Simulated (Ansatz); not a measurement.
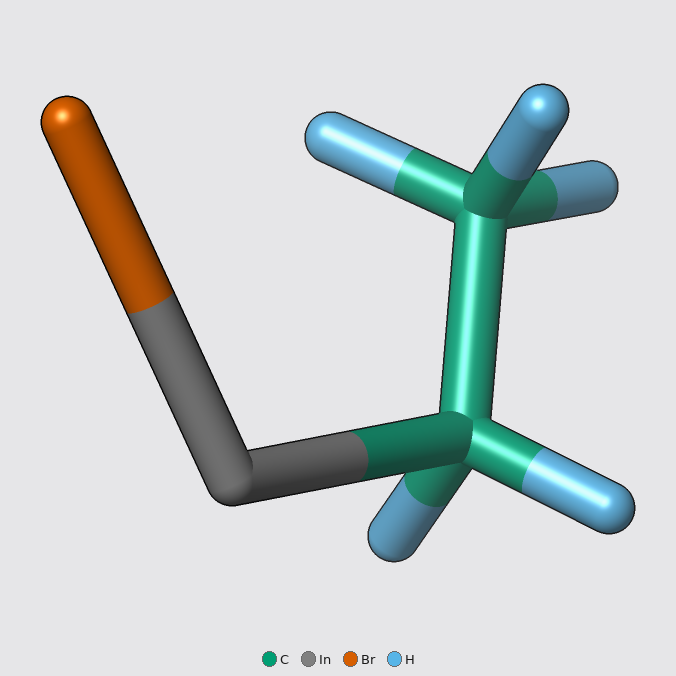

State: neutral, doublet. The computed structure is the end point of a PBE-D4/def2-SVP optimisation. No frequency run is at hand to confirm it as a minimum.

Give the structural formula.

SMILES: C[CH2][In][Br]

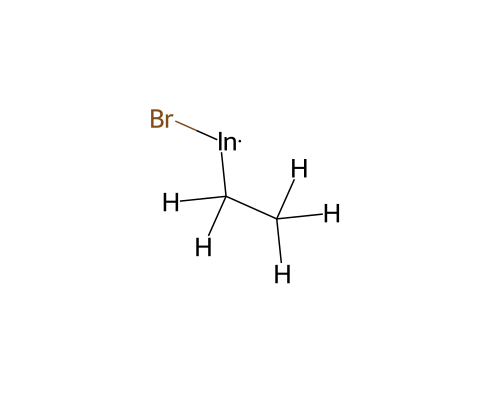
